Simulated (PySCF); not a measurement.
# GeH6OSi: electronic excitations and core binding energies

What electronic excitations and core binding energies should GeH6OSi (`[SiH3][O][GeH3]`) show?

The runs use PySCF 2.14.0, with density-fitted response routines of our own; the level of theory stands in each step. All values are computed, except where a source is named. Atoms are numbered from 0 throughout.

## (1) Starting geometry

9 atoms, charge 0, multiplicity 1; geometry from: GFN2-xTB.

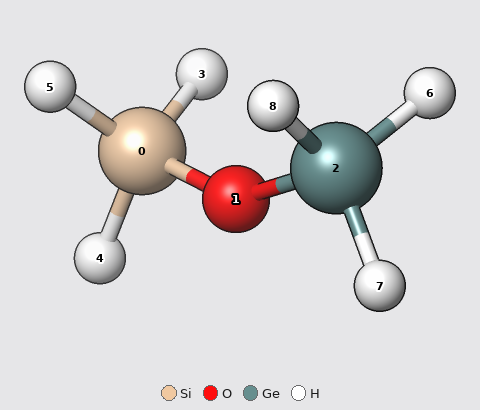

The starting geometry (silicon light orange, oxygen red, germanium teal, hydrogen white), atoms numbered; sticks join atoms by distance.

## (2) Ultraviolet spectrum: B3LYP/def2-SVPD

Job settings and geometry (Å):

```
{"job": {"kind": "uv", "xc": "B3LYP", "basis": "def2-SVPD", "nstates": 8, "ntriplets": 3}, "charge": 0, "multiplicity": 1}
Si     1.582628     0.165567     0.284048
O      0.090464     0.235234    -0.361490
Ge    -1.591036    -0.148867    -0.227214
H      1.963388    -1.237669     0.460791
H      2.393825     0.850333    -0.716770
H      1.577547     0.851976     1.577824
H     -1.712395    -1.642401    -0.143994
H     -2.177254     0.414065    -1.482956
H     -2.113605     0.517755     1.011819
```

With the program's defaults for keys left out, this is: TDDFT B3LYP/def2-SVPD, vertical, gas phase, core orbitals frozen in the response.

Standard output:

```text
coarse grid: 33840 points
cycle   1  E = -2444.8863289715  dE = -4.264e-01  |g| = 9.065e-01  |ddm| = 3.335e+00
cycle   2  E = -2444.4079543738  dE =  4.784e-01  |g| = 1.783e+00  |ddm| = 2.449e+00
cycle   3  E = -2445.0183744149  dE = -6.104e-01  |g| = 1.813e-01  |ddm| = 1.836e+00
cycle   4  E = -2445.0234853751  dE = -5.111e-03  |g| = 6.401e-02  |ddm| = 2.951e-01
cycle   5  E = -2445.0238991510  dE = -4.138e-04  |g| = 6.081e-03  |ddm| = 5.034e-02
cycle   6  E = -2445.0239113943  dE = -1.224e-05  |g| = 9.720e-04  |ddm| = 1.253e-02
cycle   7  E = -2445.0239116797  dE = -2.853e-07  |g| = 2.065e-04  |ddm| = 1.922e-03
final grid: 68408 points
cycle   8  E = -2445.0238864227  dE = -2.106e-08  |g| = 1.744e-04  |ddm| = 2.643e-03
cycle   9  E = -2445.0238864210  dE =  1.695e-09  |g| = 2.165e-04  |ddm| = 5.083e-04
cycle  10  E = -2445.0238864296  dE = -8.666e-09  |g| = 5.078e-05  |ddm| = 2.651e-04
cycle  11  E = -2445.0238864301  dE = -4.975e-10  |g| = 1.047e-05  |ddm| = 6.174e-05
converged SCF energy = -2445.0238864301

Static polarisability (au): isotropic 59.747, principal 56.303 56.537 66.401

Singlet excitations
state   eV       nm        f      main configurations
  1   6.5787    188.5   0.00022   H->L 0.99
  2   6.7016    185.0   0.00135   H-1->L 0.99
  3   7.4334    166.8   0.04518   H->L+1 0.98
  4   7.5724    163.7   0.07255   H-1->L+1 0.98
  5   7.8910    157.1   0.00689   H->L+2 0.66, H-3->L 0.23
  6   7.9957    155.1   0.00815   H-1->L+2 0.54, H-2->L 0.34
  7   8.0449    154.1   0.01832   H->L+3 0.89
  8   8.1731    151.7   0.00733   H-3->L 0.55, H->L+2 0.30, H->L+4 0.13

Triplet excitations (Tamm-Dancoff, eV): 6.3008 6.4103 7.2269
```

Run time: 7.7 s. Hardware: 1 thread, shared host.

The orbitals next to the gap, with their largest atomic shares:

```
orbital     eV                        atoms
 HOMO−3  -9.62  Ge2 22 %, Si0 20 %, H8 14 %
 HOMO−2  -9.61  Ge2 23 %, H7 20 %, Si0 19 %
 HOMO−1  -8.25   O1 43 %, Si0 15 %, H4 12 %
   HOMO  -8.15  O1 45 %, Si0 15 %, Ge2 10 %
   LUMO  -0.47  Ge2 28 %, Si0 20 %, O1 12 %
 LUMO+1   0.13   Ge2 49 %, H7 11 %, H8 11 %
 LUMO+2   0.76  Si0 46 %, Ge2 13 %, H3 10 %
```

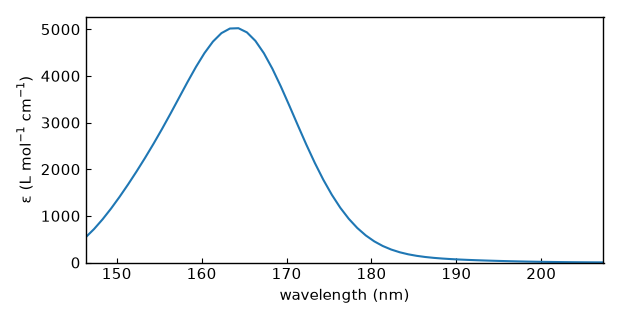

Absorption spectrum: each of the 8 states is a Gaussian band of 0.4 eV half-width at 1/e. Beyond the last state computed it falls off for lack of states.

Further results of this job:

```
           property  computed
  dipole moment (D)      0.97
polarisability (Å³)      8.85
 HOMO–LUMO gap (eV)      7.68
      −ε(HOMO) (eV)      8.15
```

## (3) Core holes by ΔSCF: SCAN, X2C

Same as in step 2 but for these lines:

```diff
@@ -1,2 +1,2 @@
-{"job": {"kind": "uv", "xc": "B3LYP", "basis": "def2-SVPD", "nstates": 8, "ntriplets": 3}, "charge": 0, "multiplicity": 1}
+{"job": {"kind": "xps"}, "charge": 0, "multiplicity": 1}
 Si     1.582628     0.165567     0.284048
```

Method: delta-SCF UKS SCAN, pcX-2 on the ionised atom, pcseg-1 elsewhere, spin-free X2C.

Standard output:

```text
ground state, core basis on atom 0 (Si), 131 functions
  cycle   1  E = -2462.85722825  |g| = 7.62e-01
  cycle   2  E = -2462.32753045  |g| = 1.76e+00
  cycle   3  E = -2462.96566296  |g| = 9.63e-02
  cycle   4  E = -2462.96777325  |g| = 3.81e-02
  cycle   5  E = -2462.96816729  |g| = 3.85e-03
  cycle   6  E = -2462.96816545  |g| = 1.40e-03
  cycle   7  E = -2462.96816820  |g| = 3.32e-04
  E(ground) = -2463.09202915 Eh
hole in Si 1s of atom 0
  cycle   1  E = -2394.03625804  |g| = 4.35e+00
  cycle   2  E = -2394.17896485  |g| = 2.10e+00
  cycle   3  E = -2394.82812673  |g| = 6.89e-01
  cycle   4  E = -2395.02998481  |g| = 3.65e-01
  cycle   5  E = -2395.06978679  |g| = 1.69e-01
  cycle   6  E = -2395.08209896  |g| = 1.85e-02
  cycle   7  E = -2395.08221050  |g| = 6.10e-03
  cycle   8  E = -2395.08222694  |g| = 1.45e-03
  cycle   9  E = -2395.08222963  |g| = 2.92e-04
  E(ion) = -2395.21417880 Eh   <S^2> = 0.7521   hole on atom = 1.000   binding energy = 1847.050 eV
hole in Si 2p of atom 0
  cycle   1  E = -2458.69562861  |g| = 1.23e+00
  cycle   2  E = -2458.68372840  |g| = 9.89e-01
  cycle   3  E = -2458.97864127  |g| = 2.60e-01
  cycle   4  E = -2458.99893416  |g| = 1.61e-01
  cycle   5  E = -2459.00837811  |g| = 3.54e-02
  cycle   6  E = -2459.00899432  |g| = 4.89e-03
  cycle   7  E = -2459.00900281  |g| = 1.93e-03
  cycle   8  E = -2459.00900696  |g| = 2.18e-04
  E(ion) = -2459.14461334 Eh   <S^2> = 0.7514   hole on atom = 1.002   binding energy = 107.415 eV
  2p3/2 = 107.160 eV   2p1/2 = 107.785 eV
ground state, core basis on atom 1 (O), 120 functions
  cycle   1  E = -2462.90366042  |g| = 1.13e-01
  cycle   2  E = -2462.90098559  |g| = 1.40e-01
  cycle   3  E = -2462.90407031  |g| = 5.32e-02
  cycle   4  E = -2462.90454611  |g| = 4.58e-03
  cycle   5  E = -2462.90455494  |g| = 4.08e-04
  E(ground) = -2463.06620393 Eh
hole in O 1s of atom 1
  cycle   1  E = -2442.32207836  |g| = 2.23e+00
  cycle   2  E = -2441.88972306  |g| = 2.19e+00
  cycle   3  E = -2443.11560322  |g| = 3.76e-01
  cycle   4  E = -2443.15530963  |g| = 6.91e-02
  cycle   5  E = -2443.15722678  |g| = 1.49e-02
  cycle   6  E = -2443.15734863  |g| = 3.79e-03
  cycle   7  E = -2443.15735586  |g| = 1.20e-03
  cycle   8  E = -2443.15735579  |g| = 2.20e-04
  E(ion) = -2443.31976477 Eh   <S^2> = 0.7621   hole on atom = 1.000   binding energy = 537.328 eV
```

Run time: 6.8 s. Hardware: 1 thread, shared host.

The holes in one table. −ε is the ground-state orbital energy:

```
       hole  stands for               environment  ΔSCF (eV; 2p as the shell's mean)  −ε (eV)   ⟨S²⟩
Si1s on Si0         Si0  silicon bonded to O, 3 H                            1847.05   1793.5  0.752
Si2p on Si0         Si0  silicon bonded to O, 3 H                             107.37     96.3  0.751
  O1s on O1          O1   oxygen bonded to Ge, Si                             537.33    516.1  0.762
```

With the spin-orbit splitting: Si0 2p3/2 107.16, 2p1/2 107.79 eV. The table gives each 2p level as the mean over the whole 2p shell (two parts 2p3/2, one part 2p1/2), which differs a little from the single hole in the log.

## (4) Outcome

| quantity | value |
| --- | --- |
| lowest singlet (B3LYP/def2-SVPD) | 6.58 eV (188 nm), f = 0.000 |
| brightest single state of those computed | state 4, 7.57 eV, f = 0.073 |
| lowest triplet | 6.30 eV |
| Si1s binding energies, SCAN/pcX-2 | Si0 1847.05 eV |
| Si2p binding energies, SCAN/pcX-2 | Si0 107.37 eV |
| O1s binding energies, SCAN/pcX-2 | O1 537.33 eV |

In words: The lowest singlet, at 6.58 eV, is HOMO→LUMO 0.99 and is dark; of the 8 states computed, the strongest absorption comes from state 4 at 7.57 eV. The lowest triplet lies 0.28 eV below the lowest singlet (triplets in Tamm-Dancoff, singlets in full TDDFT).
